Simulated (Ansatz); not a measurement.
# H3O− (singlet): from Hartree-Fock to the top rungs, aug-cc-pVDZ

How much of the correlation energy of H3O− (singlet) does each wave-function method recover here?

Method: aug-cc-pVDZ, core rule «outside noble gas», up to 1 orbitals frozen; program: Ansatz 0.2.0, Gaussian basis.

The runs, in order: UHF; CCSD(T) on RHF; CCSD(T) on UHF; BCCD(T) on RHF; CISD; CCSDT(Q) on RHF; CCSDT(Q) on UHF.

25 further runs of the same task are left out: 2 for a known fault of the program, 9 that didn't finish, 14 set aside as unsound or not needed.

### 1 What is computed

The geometry is a PBE0/def2-TZVPD stationary point (not a proven minimum) of the parent state, kept for this charge and spin.

4 atoms, charge -1, spin multiplicity 1.

Atoms are counted from 1 here; the program's logs count them from 0.

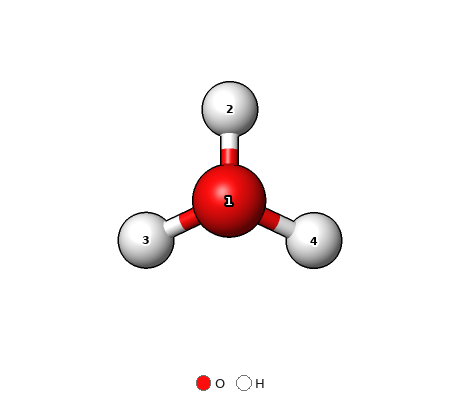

The geometry (oxygen red, hydrogen white); atoms are numbered from 1 in the order of the file.

### 2 UHF

File in.yaml:

```yaml
crystal:
  periodic: [false, false, false]
  atoms:
    - {symbol: O, position_ang: [0.053909, -0.002347, 0.000000]}
    - {symbol: H, position_ang: [-0.277338, 0.934360, 0.000002]}
    - {symbol: H, position_ang: [-0.289188, -0.448554, 0.883737]}
    - {symbol: H, position_ang: [-0.289189, -0.448551, -0.883738]}
basis:
  gaussian: {orbitals: aug-cc-pVDZ}
total_charge: -1
magnetization: {spin_polarized: true, initial_magnetization: 0}
hamiltonian: {xc: hf}
output: {orbitals: {seedname: orbitals}}
```

Started as:

```
ansatz run in.yaml --threads 1 --pin off --events-out ev --progress --plain --max-ram 2393MiB
```

Further steps of the session: CCSD(T) on RHF; CCSD(T) on UHF; BCCD(T) on RHF; CISD; CCSDT(Q) on RHF; CCSDT(Q) on UHF.

Before running them: what should the planned runs give, taken together? Wanted: RCCSDT(Q) below the RHF energy; RMP2 from RCCSDT(Q); UMP2 from RCCSDT(Q); RCCSD from RCCSDT(Q); RCCSD(T) from RCCSDT(Q); UCCSD(T) from RCCSDT(Q); UCCSDT(Q) from RCCSDT(Q); T1 diagnostic.

As calculated:

| quantity | value |
| --- | --- |
| RCCSDT(Q) below the RHF energy | -7.6708 eV |
| RMP2 from RCCSDT(Q) | +14.51 kcal/mol |
| UMP2 from RCCSDT(Q) | +18.78 kcal/mol |
| RCCSD from RCCSDT(Q) | +6.90 kcal/mol |
| RCCSD(T) from RCCSDT(Q) | +0.79 kcal/mol |
| UCCSD(T) from RCCSDT(Q) | +0.93 kcal/mol |
| UCCSDT(Q) from RCCSDT(Q) | -0.03 kcal/mol |
| levels within 1 kcal/mol (43 meV) | RCCSD(T), UCCSD(T), BCCD(T), RCCSDT, UCCSDT, UCCSDT(Q) |
| T1 diagnostic | 0.029 |

**Reading.** RCCSD(T) misses by +0.79 kcal/mol, 0.4 % of the correlation energy. Coupled cluster took another determinant than the lowest Hartree-Fock one. These misses are within one basis, not against nature.
